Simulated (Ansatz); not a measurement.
**wB97X/6-31G(d) (spherical functions) run of CCl3F (trichlorofluoromethane)**

Aim: the energy change on altering one bond length of CCl3F (trichlorofluoromethane) at wB97X/6-31G* (spherical functions), from 2 runs. 

The results are computed with Ansatz 0.2.0.

51 further runs of the same task are left out: 2 that didn't finish, 49 set aside as unsound or not needed. Runs told in other sessions of the task aren't counted.

**1. The molecule**

CCl3F: 5 atoms, total charge 0, spin state singlet. SMILES: `FC(Cl)(Cl)Cl`. The shape is that of a PBE0-D4/def2-TZVP optimisation.

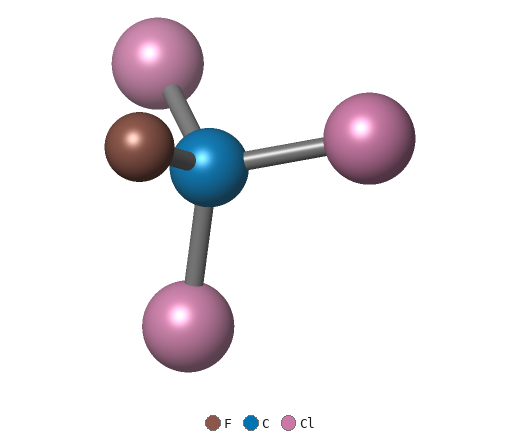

The structure, seen from a chosen angle (fluorine brown, carbon blue, chlorine pink).

**2. A single-point energy at wB97X/6-31G(d) (spherical functions)**

Input file job.yaml:

```yaml
crystal:
  periodic: [false, false, false]
  atoms:
    - symbol: F
      position_ang: [0.911880, -0.820730, 0.677360]
    - symbol: C
      position_ang: [0.044670, -0.040210, 0.033190]
    - symbol: Cl
      position_ang: [-1.384510, 0.157610, 1.040990]
    - symbol: Cl
      position_ang: [-0.379970, -0.814480, -1.489160]
    - symbol: Cl
      position_ang: [0.807920, 1.517810, -0.262390]
basis:
  gaussian: {orbitals: 6-31G_st_-spherical.json}
magnetization: {spin_polarized: false, initial_magnetization: 0}
hamiltonian: {xc: {name: wB97X}}
accuracy: high
output: {orbitals: {seedname: orbitals}}
```

The basis set 6-31G* is read from a file made from the Basis Set Exchange's data (not shown).

Started as:

```console
ansatz run job.yaml --threads 1 --pin off --max-ram 3480MiB --events-out events.jsonl --progress --plain --runs-dir runs
```

The program printed:

```text
Warning: RAYON_NUM_THREADS=1 ignored (pool sized by the plan → 1); use --threads N
Functional definition: wB97X
  name "wB97X"
  parameter omega = 0.3/bohr
  parameter cx = 0.157706
  parameter cx1 = 0.726479
  parameter cx2 = 1.04760
  parameter cx3 = -5.70635
  parameter cx4 = 13.2794
  parameter css1 = -4.33879
  parameter css2 = 18.2308
  parameter css3 = -31.7430
  parameter css4 = 17.2901
  parameter cos1 = 2.37031
  parameter cos2 = -11.3995
  parameter cos3 = 6.58405
  parameter cos4 = -3.78132
  exchange = spin_sum(e_x_unif_sr(omega)*poly(b97_u_x, 1 - cx, cx1, cx2, cx3, cx4)) + cx*exact_x_sr(omega)
      + exact_x_lr(omega)
  correlation = spin_sum(e_c_pw_same_spin*poly(b97_u_same, 1, css1, css2, css3, css4))
      + integral(e_c_pw_opposite_spin*poly(b97_u_opposite, 1, cos1, cos2, cos3, cos4))
1786 factors; integrals over basis functions are off by at most 3.3e-9 eV
323 factors; integrals over basis functions are off by at most 1.8e-9 eV
mean field evaluation 1: about -41314.4818 eV, gradient 4.1e1 eV
mean field evaluation 2: about -41313.3582 eV, gradient 5.2e1 eV
mean field evaluation 4: about -41318.1922 eV, gradient 1.0e0 eV
mean field evaluation 8: about -41318.3146 eV, gradient 2.7e-2 eV
mean field evaluation 16: about -41318.3146 eV, gradient 6.3e-6 eV
mean field -41318.31458705 eV, -1518.4200545145 hartree, gradient 5.3e-8 eV, S^2 0.000000; 0 other end points of the search recorded, 0 dependent functions left out
reference -41318.31458494 eV, -1518.4200544369 hartree; 33, 33 occupied and 49, 49 virtual orbitals, 1786 factors
Total energy: -41318.31458494 eV, -1518.4200544369 hartree
```

Run time: 28 s. Hardware: 1 thread of Arm Neoverse V2, shared host; peak memory 0.48 GiB.

**3. The distorted shape, same level**

Input file input.yaml:

```yaml
crystal:
  periodic: [false, false, false]
  atoms:
    - {symbol: F, position_ang: [1.041987, -0.937831, 0.774004]}
    - {symbol: C, position_ang: [0.044670, -0.040210, 0.033190]}
    - {symbol: Cl, position_ang: [-1.384510, 0.157610, 1.040990]}
    - {symbol: Cl, position_ang: [-0.379970, -0.814480, -1.489160]}
    - {symbol: Cl, position_ang: [0.807920, 1.517810, -0.262390]}
basis:
  gaussian:
    orbitals: 6-31G_st_-spherical.json
hamiltonian:
  xc: {name: wB97X}
accuracy: high
output: {orbitals: {seedname: orbitals}}
```

The basis set 6-31G* is read from a file made from the Basis Set Exchange's data (not shown).

Started as:

```console
ansatz run input.yaml --threads 1 --pin off --max-ram 3480MiB --events-out events.jsonl --progress --plain --runs-dir runs
```

The program printed, shortened:

```text
Warning: RAYON_NUM_THREADS=1 ignored (pool sized by the plan → 1); use --threads N
Functional definition: wB97X
  name "wB97X"
[...]
      + exact_x_lr(omega)
[...]
      + integral(e_c_pw_opposite_spin*poly(b97_u_opposite, 1, cos1, cos2, cos3, cos4))
1770 factors; integrals over basis functions are off by at most 3.7e-9 eV
329 factors; integrals over basis functions are off by at most 1.7e-9 eV
[...]
mean field -41317.77693813 eV, -1518.4002962811 hartree, gradient 2.4e-8 eV, S^2 0.000000; 0 other end points of the search recorded, 0 dependent functions left out
reference -41317.77693601 eV, -1518.4002962034 hartree; 33, 33 occupied and 49, 49 virtual orbitals, 1770 factors
Total energy: -41317.77693601 eV, -1518.4002962034 hartree
```

Run time: 30 s. Hardware: 1 thread of Arm Neoverse V2, shared host; peak memory 0.48 GiB.

**4. Outcome**

At wB97X/6-31G* (spherical functions):

| quantity | value |
| --- | --- |
| first shape: total energy | -1518.42005 Eh |
| first shape: HOMO energy | -11.58 eV |
| first shape: LUMO energy | 1.13 eV |
| first shape: HOMO–LUMO gap | 12.71 eV |
| distorted shape: total energy | -1518.40030 Eh |
| distorted shape: HOMO energy | -11.76 eV |
| distorted shape: LUMO energy | 0.90 eV |
| distorted shape: HOMO–LUMO gap | 12.66 eV |
| energy change with the F1–C2 bond stretched from 1.333 to 1.533 Å | 0.538 eV |

**Reading.** With the F1–C2 bond stretched from 1.333 to 1.533 Å the energy rises by 0.54 eV (12.4 kcal/mol). The first shape isn't relaxed at this level, so the change isn't measured from a minimum.
